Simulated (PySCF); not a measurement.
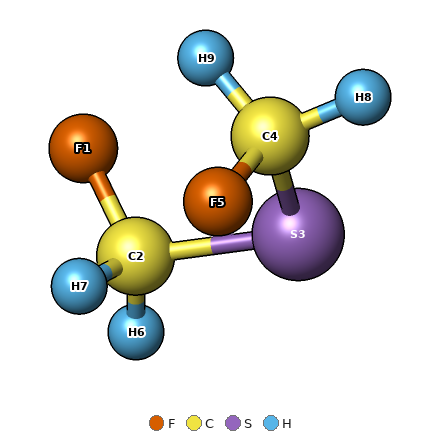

C₂H₄F₂S, SMILES FCSCF. Vertical core-electron binding energies by ΔSCF (SCAN, pcX-2 on the ionised atom, pcseg-1 elsewhere, spin-free X2C; PySCF, at a PBE0-D3(BJ)/def2-SVP geometry (no frequency check)), gas phase, against the vacuum level. One atom of each kind was ionised; within a panel, areas follow the number of like atoms and 2j + 1 (2p levels are split by first-order spin-orbit coupling, an approximation), each panel is scaled alone, Gaussians of 0.8 eV full width. Only the regions named are shown.

Question: Predict the S 2p and S 1s photoelectron lines.

Answer:
| level | atoms | binding energy (eV) |
| --- | --- | --- |
| S 2p1/2 | S3 | 171.1 |
| S 2p3/2 | S3 | 169.9 |
| S 1s | S3 | 2477.7 |

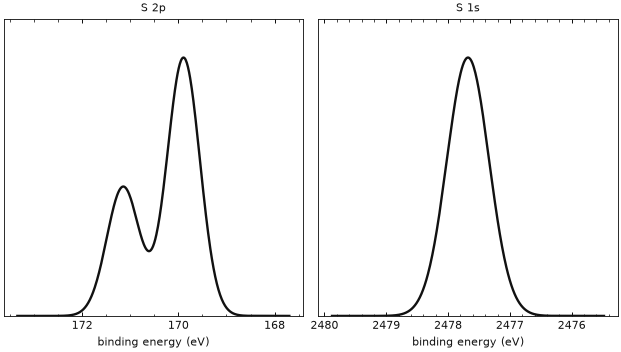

Caveats: one conformer of a flexible molecule.
